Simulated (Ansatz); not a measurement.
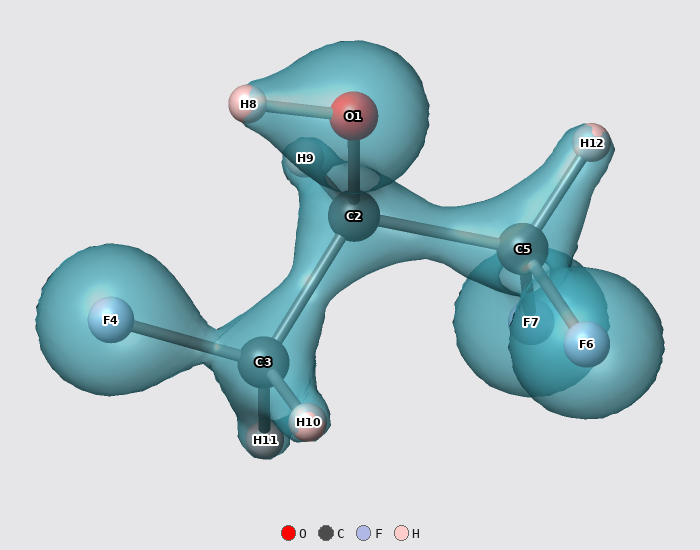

*C₃H₅F₃O. Isosurface of the total electron density at 1.5 e/Å³ (cyan), seen at a tilt.*

Geometry: PBE0-D4/def2-TZVP.

Computed with RKS PBE0-D4/def2-TZVPP (Ansatz 0.2.0).

Input file:

```
crystal:
  periodic: [false, false, false]
  atoms:
    - {symbol: O, position_ang: [-1.433136, 0.570845, 0.540590]}
    - {symbol: C, position_ang: [-0.336476, 0.196785, -0.250388]}
    - {symbol: C, position_ang: [0.043624, -1.249847, -0.033325]}
    - {symbol: F, position_ang: [-1.042888, -2.027897, -0.407941]}
    - {symbol: C, position_ang: [0.796317, 1.140345, 0.099665]}
    - {symbol: F, position_ang: [1.299593, 0.865850, 1.326388]}
    - {symbol: F, position_ang: [1.803740, 0.982803, -0.796623]}
    - {symbol: H, position_ang: [-2.124880, -0.085051, 0.410980]}
    - {symbol: H, position_ang: [-0.549330, 0.346688, -1.319138]}
    - {symbol: H, position_ang: [0.248816, -1.445121, 1.020830]}
    - {symbol: H, position_ang: [0.901083, -1.534993, -0.646586]}
    - {symbol: H, position_ang: [0.470639, 2.184292, 0.089448]}
basis:
  gaussian: {orbitals: def2-TZVPP}
hamiltonian: {xc: pbe0, dispersion: d4}
output: {orbitals: {seedname: orbitals}}
```

Command:

```sh
ansatz run in.yaml --threads 4 --pin off --events-out ev --progress --plain --max-ram 11315MiB
```

What does this surface tell about the bonding?

At this value the surface is in one piece. It bridges the sampled C–F (1.35 Å), C–O (1.40 Å), C–C (1.51 Å) and O–H (0.96 Å) contacts, where the density stays above the isovalue. On the grid the lowest density along these lines, outside the cores, is 1.8 e/Å³ (C–F, 1.35 Å), 1.8 e/Å³ (C–O, 1.40 Å), 1.8 e/Å³ (C–C, 1.51 Å) and 2.5 e/Å³ (O–H, 0.96 Å).
